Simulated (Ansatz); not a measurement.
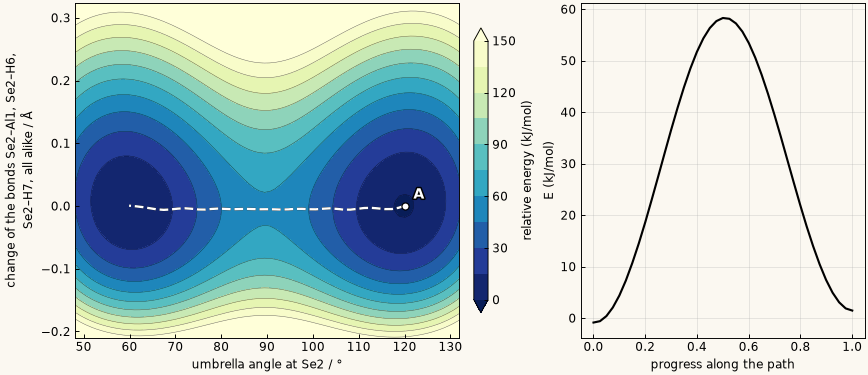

AlH5Se, SMILES [AlH3-][SeH2+]. 
- The first coordinate is: umbrella angle at Se2 (between each of its bonds and their common axis; 90 is planar); the second: change of the bonds Se2–Al1, Se2–H6, Se2–H7, all alike.
- Nothing is relaxed (all other coordinates rigid).
- The grid has 15 × 15 points.
- Points are written as (first, second).
- Energies: kJ/mol, counted from the lowest grid point.
- These are results of Ansatz 0.2.0, RHF/def2-TZVP, not measurements.

The picture shows filled contours, a line along the lowest path, one colour for all values above the top of the scale, the energy along the path at the right, the start A. Between grid points the surface is interpolated.

### Describe the path and its barrier.

The easiest path leads from the well at about (120°, 0.00 Å) to the well at about (60°, 0.00 Å), about 2.3 kJ/mol higher. Its highest point lies about 59 kJ/mol above the bottom of the first well on the interpolated surface, at about (90°, −0.01 Å). The start is the relaxed structure and all else is held, so a fully relaxed path at this level can only be lower.
